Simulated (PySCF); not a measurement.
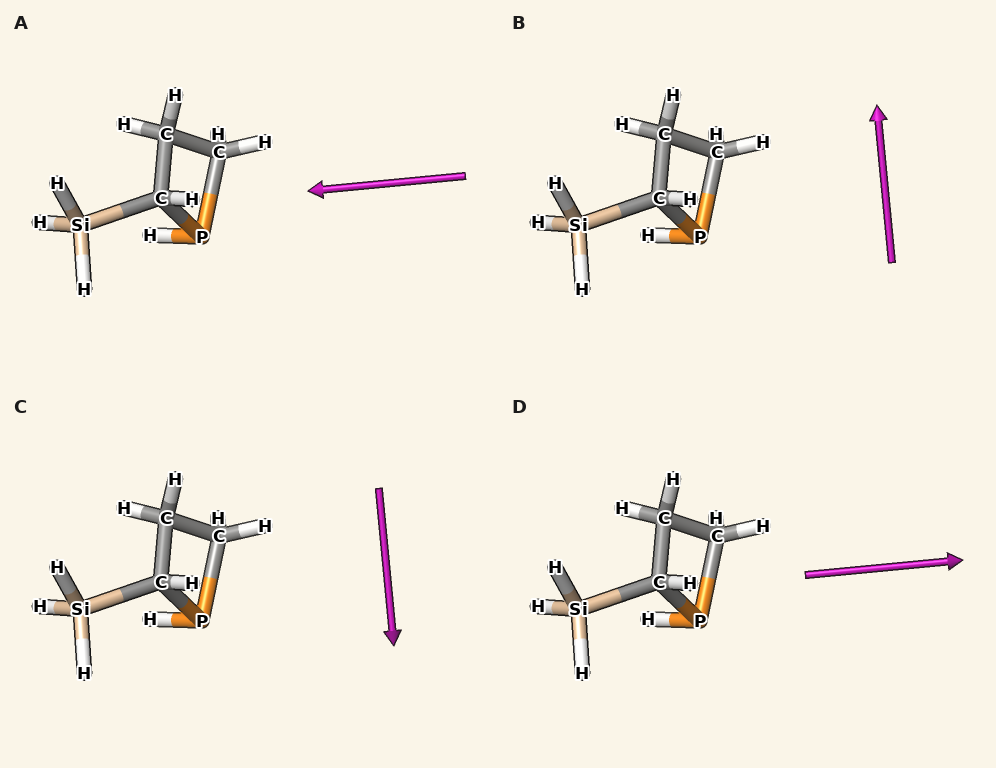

The same molecule four times, each with an arrow. The geometry was computed by an optimisation with GFN2-xTB. No frequency run is at hand to confirm it as a minimum. Method: PBE0/pcSseg-1, gas phase (PySCF 2.14.0).

> Which arrow points along the dipole moment, from the negative to the positive end?

B. The dipole moment is 1.30 D.

The geometry is semi-empirical. Around P, Si such bond lengths and angles can be off by a tenth of an ångström or more and by several degrees, and values that hang on the shape move with them.
